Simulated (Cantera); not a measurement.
A closed system holds: 1 mol MgO, 2.9 mol SO3, 8.3 mol N2, at 4500 Pa.

Cantera equilibrium calculation (NASA polynomials, part measured and part estimated; ideal gas, pure solids and liquids). Candidate condensed phases: Mg, MgO, MgS, MgSO4, S; 22 gas species. Kinetics and transport are ignored.

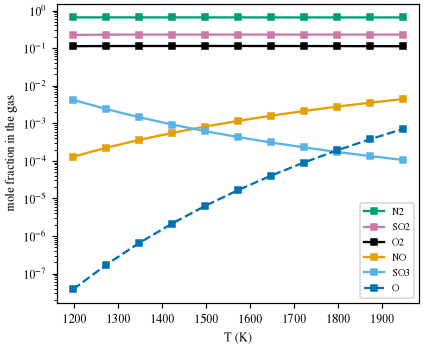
*Equilibrium gas composition (values under 1e-9 drawn at 1e-9)*

From 1198 K to 1948 K the condensed part is MgO(s).
